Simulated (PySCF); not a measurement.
# Run report: Si$_{2}$NH$_{7}$, geometry relaxation (part 2 of 2)

Continued. System: Si$_{2}$NH$_{7}$. Method: RKS PBE0-D4/def2-TZVP, density fitting (PySCF 2.14.0). The geometry is a transition state displaced along its imaginary mode. The reaction was set up to form Si1–H3 and Si1–N4 and to break H3–N4 (atoms counted from 1 in the order of the input); sticks are drawn by distance alone.

Geometry of the input (Å):
```
Si -0.9500  -0.1044  0.0302
Si 1.0790  -1.0999  0.8119
H  -1.8857  0.0454  -1.0713
N  -0.6329  1.2513  -1.1038
H  -1.4979  0.5781  1.2753
H  0.8979  -2.1261  1.8778
H  1.7982  -1.7260  -0.3306
H  1.9553  -0.0060  1.3490
H  -0.6175  2.2051  -0.8726
H  -0.1464  0.9827  -1.9659
```

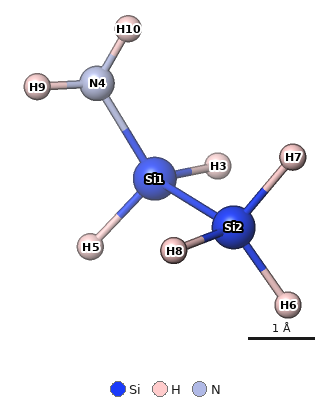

Figure 1. The geometry at step 22 of the log (ball-and-stick view, seen at a tilt; atoms are numbered from 1 in the order of the input).

**Trajectory as extended XYZ, continued**
```
10
Properties=species:S:1:pos:R:3:forces:R:3 step=12 energy=-17352.47527
Si   -0.9035    0.2021   -0.0772    0.3098   0.0486  -0.0745
Si    0.8175   -1.2220    0.6775   -0.0651   0.1082  -0.0832
H    -1.8522   -0.5886   -0.9022   -0.0948  -0.0568   0.0058
N    -0.2982    1.5352   -0.9897    0.2250   0.1404  -0.2703
H    -1.6091    0.7850    1.0917   -0.0685  -0.0003   0.0248
H     0.3302   -2.2973    1.5761   -0.0428  -0.0854   0.0582
H     1.5153   -1.8616   -0.4734   -0.0105  -0.0047  -0.0245
H     1.8254   -0.4137    1.4120    0.0482   0.0233   0.0590
H    -0.1739    2.4384   -0.5586   -0.0341  -0.1345   0.0179
H     0.3490    1.4182   -1.7623   -0.2675  -0.0393   0.2866
10
Properties=species:S:1:pos:R:3:forces:R:3 step=13 energy=-17352.48281
Si   -0.8827    0.2068   -0.0701   -0.0188  -0.0707  -0.0779
Si    0.8327   -1.2169    0.6734    0.0288   0.0331   0.0366
H    -1.8522   -0.6008   -0.8733    0.0501   0.0257   0.0648
N    -0.3096    1.5413   -0.9931   -0.0474   0.0421  -0.0120
H    -1.5960    0.7803    1.1020   -0.0100   0.0069   0.0101
H     0.3273   -2.3186    1.5394   -0.0126  -0.0023  -0.0032
H     1.5363   -1.8325   -0.4875    0.0014   0.0023  -0.0124
H     1.8403   -0.4340    1.4473   -0.0258  -0.0297  -0.0088
H    -0.1964    2.4427   -0.5619    0.0308  -0.0082  -0.0012
H     0.3008    1.4245   -1.7839    0.0036   0.0005   0.0038
10
Properties=species:S:1:pos:R:3:forces:R:3 step=14 energy=-17352.48348
Si   -0.8700    0.2141   -0.0700   -0.1145  -0.0395   0.0533
Si    0.8340   -1.2248    0.6682    0.0230  -0.0263   0.0327
H    -1.8561   -0.5933   -0.8466    0.0459  -0.0052  -0.0054
N    -0.3270    1.5550   -1.0016    0.0672   0.3479   0.0892
H    -1.5786    0.7846    1.1079    0.0192   0.0059   0.0155
H     0.3048   -2.3423    1.5072    0.0140   0.0638  -0.0441
H     1.5398   -1.8251   -0.5011    0.0039   0.0086   0.0159
H     1.8404   -0.4674    1.4687   -0.0240  -0.0335  -0.0149
H    -0.1725    2.4506   -0.5533   -0.0415  -0.3078  -0.1151
H     0.2873    1.4351   -1.7891    0.0070  -0.0141  -0.0272
10
Properties=species:S:1:pos:R:3:forces:R:3 step=15 energy=-17352.48507
Si   -0.8671    0.2113   -0.0746   -0.1109   0.0547   0.0269
Si    0.8339   -1.2151    0.6834    0.0132  -0.0743   0.0620
H    -1.8321   -0.6089   -0.8643    0.0359  -0.0015   0.0073
N    -0.3231    1.5520   -1.0112    0.0217  -0.0425  -0.0816
H    -1.5951    0.7794    1.0965    0.0403  -0.0073  -0.0373
H     0.2849   -2.3386    1.5051    0.0398   0.0775  -0.0675
H     1.5593   -1.8018   -0.4807    0.0032  -0.0035   0.0203
H     1.8271   -0.4693    1.5094   -0.0218  -0.0176  -0.0127
H    -0.1753    2.4458   -0.5762    0.0125   0.0214   0.0569
H     0.2921    1.4255   -1.7988   -0.0338  -0.0072   0.0258
10
Properties=species:S:1:pos:R:3:forces:R:3 step=16 energy=-17352.48599
Si   -0.8713    0.2219   -0.0653    0.0678  -0.0498  -0.0710
Si    0.8323   -1.2184    0.6833    0.0079   0.0677  -0.0113
H    -1.8393   -0.6037   -0.8439   -0.0029   0.0042   0.0252
N    -0.3261    1.5473   -1.0226   -0.0863  -0.0334   0.0471
H    -1.5686    0.8116    1.1057   -0.0361   0.0146   0.0370
H     0.2827   -2.3285    1.5051   -0.0271  -0.0531   0.0276
H     1.5472   -1.8169   -0.4796    0.0053  -0.0021  -0.0111
H     1.8385   -0.4868    1.5042   -0.0111   0.0065  -0.0065
H    -0.1594    2.4350   -0.5822    0.0435   0.0508   0.0146
H     0.2728    1.4112   -1.8179    0.0394  -0.0058  -0.0514
10
Properties=species:S:1:pos:R:3:forces:R:3 step=17 energy=-17352.48715
Si   -0.8674    0.2217   -0.0678    0.0101  -0.0046  -0.0144
Si    0.8326   -1.2148    0.6879   -0.0145  -0.0069   0.0004
H    -1.8342   -0.6080   -0.8418   -0.0032  -0.0027   0.0069
N    -0.3311    1.5476   -1.0306   -0.0214   0.0764   0.0580
H    -1.5718    0.8113    1.1030   -0.0033  -0.0022  -0.0007
H     0.2690   -2.3339    1.4949    0.0048  -0.0031  -0.0014
H     1.5594   -1.8054   -0.4721    0.0027   0.0008  -0.0031
H     1.8291   -0.4895    1.5237    0.0016   0.0130   0.0087
H    -0.1425    2.4323   -0.5862    0.0085  -0.0588  -0.0211
H     0.2702    1.4058   -1.8244    0.0150  -0.0122  -0.0333
10
Properties=species:S:1:pos:R:3:forces:R:3 step=18 energy=-17352.48777
Si   -0.8643    0.2200   -0.0726   -0.0289   0.0234   0.0279
Si    0.8331   -1.2098    0.6976    0.0142  -0.0122  -0.0085
H    -1.8264   -0.6166   -0.8434   -0.0021  -0.0061  -0.0134
N    -0.3364    1.5463   -1.0412    0.0214   0.0728   0.0315
H    -1.5778    0.8076    1.0951    0.0114  -0.0025  -0.0145
H     0.2648   -2.3417    1.4831    0.0008  -0.0018  -0.0054
H     1.5815   -1.7817   -0.4597   -0.0003   0.0054   0.0181
H     1.8102   -0.4882    1.5604   -0.0018   0.0086  -0.0057
H    -0.1249    2.4262   -0.5962   -0.0075  -0.0781  -0.0136
H     0.2630    1.3956   -1.8362   -0.0068  -0.0097  -0.0164
10
Properties=species:S:1:pos:R:3:forces:R:3 step=19 energy=-17352.48846
Si   -0.8648    0.2175   -0.0777   -0.0181   0.0298   0.0390
Si    0.8344   -1.2004    0.7111   -0.0239  -0.0535  -0.0228
H    -1.8201   -0.6263   -0.8475   -0.0080  -0.0110  -0.0241
N    -0.3385    1.5392   -1.0544    0.0279   0.0679   0.0237
H    -1.5852    0.8096    1.0837    0.0135  -0.0043  -0.0156
H     0.2584   -2.3447    1.4764    0.0237   0.0242  -0.0143
H     1.6106   -1.7571   -0.4359   -0.0083   0.0086   0.0236
H     1.7870   -0.4752    1.5951    0.0166   0.0174   0.0166
H    -0.1031    2.4128   -0.6083   -0.0093  -0.0790  -0.0217
H     0.2517    1.3777   -1.8546   -0.0137  -0.0003  -0.0042
10
Properties=species:S:1:pos:R:3:forces:R:3 step=20 energy=-17352.48940
Si   -0.8698    0.2126   -0.0826   -0.0078   0.0270   0.0431
Si    0.8349   -1.1889    0.7241   -0.0035  -0.0234  -0.0245
H    -1.8156   -0.6376   -0.8565   -0.0108  -0.0082  -0.0244
N    -0.3405    1.5294   -1.0644    0.0210   0.0450  -0.0004
H    -1.5982    0.8093    1.0719    0.0142  -0.0105  -0.0202
H     0.2689   -2.3449    1.4745    0.0046  -0.0048   0.0110
H     1.6385   -1.7292   -0.4113   -0.0083   0.0122   0.0142
H     1.7617   -0.4510    1.6260    0.0123   0.0108   0.0100
H    -0.0816    2.3963   -0.6192   -0.0034  -0.0578  -0.0174
H     0.2361    1.3576   -1.8729   -0.0177   0.0096   0.0087
10
Properties=species:S:1:pos:R:3:forces:R:3 step=21 energy=-17352.49013
Si   -0.8744    0.2081   -0.0876    0.0235  -0.0062   0.0017
Si    0.8348   -1.1798    0.7389   -0.0040   0.0127  -0.0170
H    -1.8106   -0.6472   -0.8691   -0.0021   0.0031  -0.0085
N    -0.3414    1.5206   -1.0739   -0.0103   0.0010   0.0014
H    -1.6089    0.8079    1.0589   -0.0087   0.0007   0.0024
H     0.2805   -2.3474    1.4792   -0.0007  -0.0071   0.0142
H     1.6624   -1.7014   -0.3871   -0.0037   0.0049   0.0057
H     1.7380   -0.4273    1.6547    0.0022  -0.0029   0.0003
H    -0.0636    2.3811   -0.6296    0.0131  -0.0193  -0.0089
H     0.2187    1.3425   -1.8924   -0.0089   0.0129   0.0087
10
Properties=species:S:1:pos:R:3:forces:R:3 step=22 energy=-17352.49057
Si   -0.8780    0.2037   -0.0916    0.0221  -0.0076  -0.0027
Si    0.8343   -1.1705    0.7515    0.0032   0.0316  -0.0127
H    -1.8044   -0.6551   -0.8812    0.0004   0.0018   0.0002
N    -0.3434    1.5127   -1.0818    0.0177   0.0683   0.0165
H    -1.6223    0.8057    1.0476   -0.0082  -0.0040  -0.0002
H     0.2893   -2.3423    1.4893   -0.0129  -0.0251   0.0250
H     1.6772   -1.6832   -0.3659    0.0018  -0.0031  -0.0108
H     1.7238   -0.4082    1.6727   -0.0006   0.0012   0.0025
H    -0.0416    2.3670   -0.6377   -0.0090  -0.0728  -0.0343
H     0.2037    1.3282   -1.9081   -0.0141   0.0096   0.0168
10
Properties=species:S:1:pos:R:3:forces:R:3 step=23 energy=-17352.49103
Si   -0.8802    0.1965   -0.0979   -0.0005  -0.0035   0.0009
Si    0.8350   -1.1622    0.7619    0.0041   0.0245   0.0034
H    -1.7920   -0.6646   -0.9025    0.0077   0.0018   0.0053
N    -0.3425    1.5085   -1.0815   -0.0111   0.0098  -0.0224
H    -1.6434    0.7916    1.0332    0.0003  -0.0088  -0.0051
H     0.3018   -2.3383    1.5022   -0.0157  -0.0197   0.0188
H     1.6905   -1.6674   -0.3483    0.0085  -0.0102  -0.0216
H     1.7108   -0.3870    1.6852    0.0006   0.0048   0.0053
H    -0.0296    2.3567   -0.6377    0.0136  -0.0049   0.0059
H     0.1909    1.3252   -1.9166   -0.0071   0.0059   0.0097
10
Properties=species:S:1:pos:R:3:forces:R:3 step=24 energy=-17352.49157
Si   -0.8788    0.1922   -0.1042   -0.0129   0.0010  -0.0042
Si    0.8358   -1.1556    0.7727    0.0182   0.0037   0.0273
H    -1.7735   -0.6746   -0.9215    0.0082   0.0037   0.0039
N    -0.3447    1.5088   -1.0845    0.0040   0.0432   0.0078
H    -1.6602    0.7778    1.0196    0.0034  -0.0083  -0.0041
H     0.3027   -2.3377    1.5077   -0.0034   0.0086  -0.0044
H     1.7059   -1.6519   -0.3315    0.0013  -0.0077  -0.0041
H     1.6969   -0.3764    1.7086   -0.0105  -0.0062  -0.0134
H    -0.0075    2.3468   -0.6358   -0.0027  -0.0486  -0.0238
H     0.1726    1.3246   -1.9298   -0.0052   0.0104   0.0151
10
Properties=species:S:1:pos:R:3:forces:R:3 step=25 energy=-17352.49207
Si   -0.8739    0.1875   -0.1117   -0.0196  -0.0169  -0.0192
Si    0.8392   -1.1518    0.7801   -0.0473  -0.0325   0.0188
H    -1.7424   -0.6836   -0.9517    0.0055   0.0054  -0.0033
N    -0.3499    1.5193   -1.0781    0.0253   0.1004   0.0731
H    -1.6814    0.7443    1.0065   -0.0040   0.0112   0.0123
H     0.3022   -2.3232    1.5317   -0.0018   0.0198  -0.0206
H     1.7041   -1.6627   -0.3182    0.0308  -0.0245  -0.0291
H     1.6998   -0.3685    1.7059    0.0376   0.0387   0.0314
H     0.0206    2.3394   -0.6188   -0.0334  -0.1043  -0.0589
H     0.1429    1.3432   -1.9392    0.0072   0.0025  -0.0045
10
Properties=species:S:1:pos:R:3:forces:R:3 step=26 energy=-17352.49268
Si   -0.8732    0.1802   -0.1202   -0.0194   0.0034   0.0010
Si    0.8431   -1.1473    0.7844   -0.0096  -0.0396   0.0097
H    -1.7260   -0.6919   -0.9751    0.0098   0.0039  -0.0026
N    -0.3530    1.5227   -1.0738    0.0010   0.0325   0.0216
H    -1.6976    0.7214    0.9952    0.0085   0.0017  -0.0021
H     0.3000   -2.3130    1.5415    0.0093   0.0202  -0.0268
H     1.7191   -1.6653   -0.3059   -0.0058  -0.0063   0.0107
H     1.6981   -0.3568    1.7128    0.0120   0.0227   0.0066
H     0.0236    2.3357   -0.6108   -0.0091  -0.0380  -0.0123
H     0.1334    1.3538   -1.9400    0.0037  -0.0004  -0.0058
10
Properties=species:S:1:pos:R:3:forces:R:3 step=27 energy=-17352.49305
Si   -0.8739    0.1743   -0.1254   -0.0041   0.0042  -0.0004
Si    0.8469   -1.1431    0.7872    0.0009  -0.0206   0.0125
H    -1.7109   -0.6971   -0.9958    0.0029   0.0008   0.0006
N    -0.3577    1.5262   -1.0678    0.0073   0.0097  -0.0170
H    -1.7098    0.7013    0.9883    0.0051  -0.0030  -0.0022
H     0.3061   -2.3044    1.5506    0.0036   0.0124  -0.0083
H     1.7260   -1.6717   -0.2954   -0.0039   0.0060   0.0069
H     1.6975   -0.3390    1.7106   -0.0019   0.0013  -0.0084
H     0.0321    2.3295   -0.5996   -0.0003  -0.0202  -0.0080
H     0.1164    1.3631   -1.9428   -0.0092   0.0094   0.0244
10
Properties=species:S:1:pos:R:3:forces:R:3 step=28 energy=-17352.49320
Si   -0.8730    0.1703   -0.1294    0.0054   0.0028  -0.0083
Si    0.8492   -1.1427    0.7873    0.0062   0.0001  -0.0042
H    -1.7003   -0.6998   -1.0098   -0.0012  -0.0001   0.0006
N    -0.3618    1.5309   -1.0624    0.0026  -0.0013  -0.0140
H    -1.7154    0.6844    0.9848   -0.0028   0.0007   0.0025
H     0.3078   -2.2954    1.5612   -0.0001  -0.0017   0.0026
H     1.7269   -1.6814   -0.2913   -0.0046   0.0047   0.0056
H     1.7018   -0.3295    1.7008   -0.0013  -0.0016  -0.0024
H     0.0359    2.3269   -0.5893    0.0030  -0.0039   0.0042
H     0.1057    1.3757   -1.9421   -0.0070   0.0003   0.0133
10
Properties=species:S:1:pos:R:3:forces:R:3 step=29 energy=-17352.49324
Si   -0.8732    0.1676   -0.1323   -0.0033  -0.0026   0.0015
Si    0.8508   -1.1401    0.7895    0.0009   0.0070  -0.0035
H    -1.6938   -0.7032   -1.0188    0.0025   0.0033   0.0034
N    -0.3639    1.5319   -1.0608    0.0239   0.0284  -0.0061
H    -1.7224    0.6752    0.9804    0.0023  -0.0025  -0.0037
H     0.3109   -2.2910    1.5669   -0.0002  -0.0039   0.0028
H     1.7305   -1.6795   -0.2865   -0.0007   0.0005   0.0010
H     1.7011   -0.3223    1.7010   -0.0021  -0.0010  -0.0016
H     0.0431    2.3225   -0.5845   -0.0123  -0.0331  -0.0186
H     0.0972    1.3791   -1.9446   -0.0107   0.0040   0.0249
10
Properties=species:S:1:pos:R:3:forces:R:3 step=30 energy=-17352.49327
Si   -0.8733    0.1660   -0.1331   -0.0019  -0.0008   0.0026
Si    0.8521   -1.1393    0.7885   -0.0041   0.0046   0.0041
H    -1.6923   -0.7036   -1.0218    0.0009  -0.0002  -0.0002
N    -0.3647    1.5327   -1.0583    0.0097   0.0152  -0.0074
H    -1.7242    0.6699    0.9797   -0.0006   0.0001   0.0000
H     0.3143   -2.2893    1.5689    0.0007  -0.0014   0.0018
H     1.7303   -1.6800   -0.2873    0.0058  -0.0023  -0.0052
H     1.7025   -0.3185    1.6971   -0.0016  -0.0016  -0.0012
H     0.0428    2.3215   -0.5805   -0.0037  -0.0126  -0.0049
H     0.0956    1.3826   -1.9426   -0.0051  -0.0008   0.0103
10
Properties=species:S:1:pos:R:3:forces:R:3 step=31 energy=-17352.49329
Si   -0.8736    0.1647   -0.1342   -0.0045  -0.0010  -0.0018
Si    0.8526   -1.1377    0.7899    0.0026   0.0002  -0.0038
H    -1.6898   -0.7054   -1.0253    0.0028   0.0020   0.0025
N    -0.3651    1.5325   -1.0582    0.0026   0.0032  -0.0065
H    -1.7273    0.6666    0.9774    0.0004  -0.0005  -0.0008
H     0.3175   -2.2890    1.5705   -0.0001   0.0002   0.0007
H     1.7345   -1.6766   -0.2846   -0.0015   0.0015   0.0017
H     1.6994   -0.3139    1.6989    0.0003  -0.0008   0.0012
H     0.0442    2.3198   -0.5802    0.0006  -0.0027   0.0019
H     0.0940    1.3826   -1.9430   -0.0028  -0.0020   0.0049
```

**Results in brief**

| quantity | value |
| --- | --- |
| outcome | converged |
| total energy | −17352.4933 eV |
| largest force (length of the vector) at the end | 0.008 eV/Å |
| wall time | 4.3 min (CPU time 15 min) |
| peak memory | 1.4 GiB |
